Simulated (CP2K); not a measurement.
# PM3 run of Si2H4OF (SMILES F[SiH2]O[SiH2])

Aim: the vertical electron affinity of Si2H4OF at PM3, from 2 runs. 

The calculation is run with CP2K 2026.2.

5 further runs of the same task are left out: 3 that didn't finish, 2 set aside as unsound or not needed.

**1. The structure to begin with**

Si2H4OF has 8 atoms, charge 0, and is taken as a doublet. SMILES: `F[SiH2]O[SiH2]`. The coordinates come from a GFN2-xTB relaxation. This is one conformer, not always the lowest.

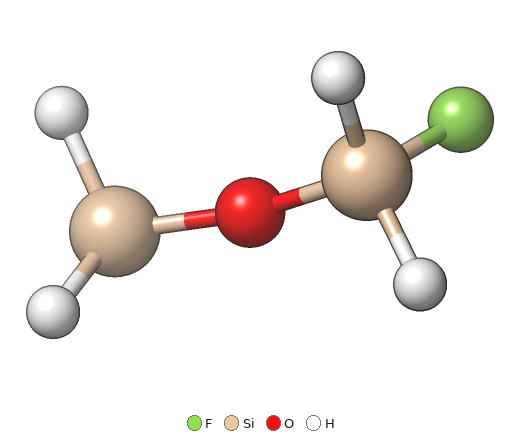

The structure, seen from a chosen angle (fluorine green, silicon light orange, oxygen red, hydrogen white).

**2. Energy and gradient at PM3**

File mol.inp:

```
&GLOBAL
  PROJECT mol
  RUN_TYPE ENERGY_FORCE
  PRINT_LEVEL MEDIUM
&END GLOBAL

&FORCE_EVAL
  METHOD QUICKSTEP
  &DFT
    MULTIPLICITY 2
    UKS T
    &QS
      METHOD PM3
      EPS_DEFAULT 1.0E-10
      &SE
        &COULOMB
          CUTOFF [angstrom] 50
          RC_RANGE [angstrom] 0
        &END COULOMB
        &EXCHANGE
          CUTOFF [angstrom] 50
          RC_RANGE [angstrom] 0
        &END EXCHANGE
      &END SE
    &END QS
    &POISSON
      PERIODIC NONE
      POISSON_SOLVER ANALYTIC
    &END POISSON
    &SCF
      SCF_GUESS ATOMIC
      EPS_SCF 1.0E-07
      MAX_SCF 100
      ADDED_MOS 8
      &DIAGONALIZATION
        ALGORITHM STANDARD
      &END DIAGONALIZATION
      &MIXING
        METHOD DIRECT_P_MIXING
        ALPHA 0.4
      &END MIXING
    &END SCF
    &PRINT
      &MOMENTS
        PERIODIC F
        REFERENCE COM
        MAX_MOMENT 1
      &END MOMENTS
      &MO ON
        ENERGIES T
        OCCUPATION_NUMBERS T
        NDIGITS 6
        &EACH
          QS_SCF 0
        &END EACH
        ADD_LAST NUMERIC
      &END MO
      &HIRSHFELD OFF
      &END HIRSHFELD
    &END PRINT
  &END DFT
  &SUBSYS
    &CELL
      ABC 10.7 12.5 10.9
      PERIODIC NONE
    &END CELL
    &COORD
      SCALED T
      F    0.45956402   0.67291560   0.63153853
      Si   0.49154720   0.61578440   0.50363028
      O    0.41754346   0.50429000   0.50447431
      Si   0.37454626   0.37932760   0.49777798
      H    0.43906495   0.68164360   0.40720734
      H    0.62545374   0.59746280   0.50500734
      H    0.37722944   0.35023480   0.36846147
      H    0.45512850   0.31835640   0.57950275
    &END COORD
  &END SUBSYS
  &PRINT
    &FORCES ON
    &END FORCES
  &END PRINT
&END FORCE_EVAL
```

On the command line:

```sh
$ OMP_NUM_THREADS=1 cp2k.psmp mol.inp > mol.out
```

The log of the run:

```text
CP2K| version string:                                       CP2K version 2026.2
[...]
 GLOBAL| Method name                                                        CP2K
[...]
 GLOBAL| Run type                                                   ENERGY_FORCE
[...]
 *** WARNING in qs_environment.F:2210 :: More added MOs requested than     ***
 *** available. The full set of unoccupied MOs will be used. Use           ***
 *** 'ADDED_MOS -1' to always use all available MOs and to get rid of this ***
[...]
                             - Atoms:                                          8
[...]
                             - Spherical basis functions:                     20
[...]
 Number of electrons:                                                         13
[...]
     1 P_Mix/Diag. 0.40E+00    0.0     0.41668976       -30.6489187294 -3.06E+01
[...]
    24 DIIS/Diag.  0.96E-07    0.0     0.00000009       -34.6468443314 -3.13E-13
  *** SCF run converged in    24 steps ***
  Core-core repulsion energy [eV]:                           1230.30169207229073
  Core Hamiltonian energy [eV]:                             -1566.66443772658431
  Two-electron integral energy [eV]:                        -1212.85166973045580
  Electronic energy [eV]:                                   -2173.09027259181221
  Total energy [eV]:                                         -942.78858051952136
  Atomic reference energy [eV]:                               936.56885313645478
  Heat of formation [kcal/mol]:                              -143.43033218253697
[...]
 SE_DIPOLE| Moment [Debye]         -0.97285381       0.20579657       1.28031750
 SE_DIPOLE| Derivative [a.u.]       0.00000000       0.00000000       0.00000000
 ENERGY| Total FORCE_EVAL ( QS ) energy [hartree]            -34.646844331379718
 FORCES| Atomic forces [hartree/bohr]
 FORCES|   Atom     x               y               z               |f|
 FORCES|      1 -3.11023916E-03 -3.29886510E-04  3.92922103E-03   5.02207036E-03
 FORCES|      2  2.14791263E-03  1.69491907E-02  1.69685289E-02   2.40794428E-02
 FORCES|      3 -2.24142896E-02 -2.64489084E-02  3.69195032E-03   3.48651062E-02
 FORCES|      4  3.49740359E-03  2.05211567E-02  2.87298116E-03   2.10143695E-02
 FORCES|      5  1.74226691E-04  1.16501874E-02 -1.58652213E-02   1.96840664E-02
 FORCES|      6  1.78557906E-02  4.74922023E-04 -6.97060773E-03   1.91740497E-02
 FORCES|      7 -1.94020824E-03 -1.04267073E-02 -1.01398823E-02   1.46730312E-02
 FORCES|      8  3.78940342E-03 -1.23899547E-02  5.51302991E-03   1.40806269E-02
 FORCES| Sum    -4.85722573E-17  5.13478149E-16 -2.08166817E-16
 FORCES| Total atomic force                                       5.56194658E-16
[...]
```

It took 0.84 s on 1 thread of Intel Xeon 6975P-C (Granite Rapids), shared host; peak memory 0.18 GiB.

**3. The singlet anion, same level**

File gas.inp:

```
&FORCE_EVAL
  METHOD Quickstep
  &DFT
    CHARGE -1
    # Quickstep
    &QS
      METHOD PM3
      EPS_DEFAULT 1.0E-10
      &SE
        &COULOMB
          CUTOFF [angstrom] 50
          RC_RANGE [angstrom] 0
        &END COULOMB
        &EXCHANGE
          CUTOFF [angstrom] 50
          RC_RANGE [angstrom] 0
        &END EXCHANGE
      &END SE
    &END QS
    # isolated system
    &POISSON
      PERIODIC NONE
      POISSON_SOLVER ANALYTIC
    &END POISSON
    # self-consistent field
    &SCF
      SCF_GUESS ATOMIC
      EPS_SCF 1.0E-07
      MAX_SCF 80
      ADDED_MOS 4
      &DIAGONALIZATION
        ALGORITHM STANDARD
      &END DIAGONALIZATION
      &MIXING
        METHOD DIRECT_P_MIXING
        ALPHA 0.4
      &END MIXING
    &END SCF
    # extra output
    &PRINT
      &MOMENTS
        PERIODIC F
        REFERENCE COM
        MAX_MOMENT 1
      &END MOMENTS
      &MO ON
        ENERGIES T
        OCCUPATION_NUMBERS T
        NDIGITS 6
        &EACH
          QS_SCF 0
        &END EACH
        ADD_LAST NUMERIC
      &END MO
      &HIRSHFELD OFF
      &END HIRSHFELD
    &END PRINT
  &END DFT
  # atoms, cell and kinds
  &SUBSYS
    &CELL
      ABC 10.7 12.5 10.9
      PERIODIC NONE
    &END CELL
    &COORD
      SCALED T
      F    0.45956402   0.67291560   0.63153853
      Si   0.49154720   0.61578440   0.50363028
      O    0.41754346   0.50429000   0.50447431
      Si   0.37454626   0.37932760   0.49777798
      H    0.43906495   0.68164360   0.40720734
      H    0.62545374   0.59746280   0.50500734
      H    0.37722944   0.35023480   0.36846147
      H    0.45512850   0.31835640   0.57950275
    &END COORD
  &END SUBSYS
  # extra output
  &PRINT
    &FORCES ON
    &END FORCES
  &END PRINT
&END FORCE_EVAL

&GLOBAL
  PROJECT_NAME gas
  RUN_TYPE ENERGY_FORCE
  PRINT_LEVEL MEDIUM
&END GLOBAL
```

On the command line:

```sh
$ OMP_NUM_THREADS=1 cp2k.psmp -i gas.inp > gas.out 2>&1
```

The log of the run:

```text
CP2K| version string:                                       CP2K version 2026.2
[...]
 GLOBAL| Method name                                                        CP2K
[...]
 GLOBAL| Run type                                                   ENERGY_FORCE
[...]
                             - Atoms:                                          8
[...]
                             - Spherical basis functions:                     20
[...]
 Number of electrons:                                                         26
[...]
     1 P_Mix/Diag. 0.40E+00    0.0     0.83372546       -30.9334617380 -3.09E+01
[...]
    22 DIIS/Diag.  0.75E-07    0.0     0.00000007       -34.6862693802 -6.39E-14
  *** SCF run converged in    22 steps ***
  Core-core repulsion energy [eV]:                           1230.30169207229073
  Core Hamiltonian energy [eV]:                             -1586.38865765983633
  Two-electron integral energy [eV]:                        -1175.54885013898252
  Electronic energy [eV]:                                   -2174.16308272932793
  Total energy [eV]:                                         -943.86139065703696
  Atomic reference energy [eV]:                               936.56885313645478
  Heat of formation [kcal/mol]:                              -168.16992363337286
[...]
 SE_DIPOLE| Moment [Debye]         -5.26971144      -7.06640827       0.63340051
 SE_DIPOLE| Derivative [a.u.]       0.00000000       0.00000000       0.00000000
 ENERGY| Total FORCE_EVAL ( QS ) energy [hartree]            -34.686269380218384
 FORCES| Atomic forces [hartree/bohr]
 FORCES|   Atom     x               y               z               |f|
 FORCES|      1 -3.29084261E-03  5.55664029E-03  1.02868619E-02   1.21460045E-02
 FORCES|      2 -3.24696276E-04 -9.53862614E-03  7.44769680E-03   1.21061556E-02
 FORCES|      3 -9.40146609E-03  1.25450628E-02  4.78535921E-03   1.63910289E-02
 FORCES|      4 -4.83647704E-02 -4.45674316E-03  1.79385882E-02   5.17765055E-02
 FORCES|      5  8.65551186E-04  1.58315948E-02 -1.61093159E-02   2.26030668E-02
 FORCES|      6  2.19561983E-02  5.54550859E-03 -5.89964885E-03   2.34015634E-02
 FORCES|      7  1.61772848E-02 -1.16913773E-02 -1.73851956E-02   2.64695650E-02
 FORCES|      8  2.23827410E-02 -1.37920599E-02 -1.06434589E-03   2.63123706E-02
 FORCES| Sum    -4.78783679E-16  1.80411242E-16 -5.20417043E-16
 FORCES| Total atomic force                                       7.29805403E-16
[...]
```

Wall time 0.82 s (1 thread of Intel Xeon 6975P-C (Granite Rapids), shared host); peak memory 0.18 GiB.

**4. Results**

At PM3:

| quantity | value |
| --- | --- |
| doublet Si2H4OF: total energy | -34.64684 Eh |
| doublet Si2H4OF: dipole moment | 1.62 D |
| doublet Si2H4OF: HOMO energy (highest over α and β) | -7.27 eV |
| doublet Si2H4OF: LUMO energy (lowest over α and β) | -0.90 eV |
| doublet Si2H4OF: heat of formation at this unrelaxed shape | -143.4 kcal/mol |
| doublet Si2H4OF: largest force on an atom | 1.793 eV/Å |
| singlet anion: total energy | -34.68627 Eh |
| singlet anion: HOMO energy | -1.27 eV |
| singlet anion: LUMO energy | 4.46 eV |
| singlet anion: HOMO–LUMO gap | 5.74 eV |
| singlet anion: heat of formation at this unrelaxed shape | -168.2 kcal/mol |
| singlet anion: largest force on an atom | 2.662 eV/Å |
| vertical electron affinity (to the singlet anion) | 1.073 eV |

In words: At fixed nuclei the extra electron is bound by 1.07 eV (104 kJ/mol). The largest force (doublet Si2H4OF) is 1.79 eV/Å: the shape isn't a stationary point for this species at this level. A minimal valence basis can't be trusted even for the sign of an electron affinity.
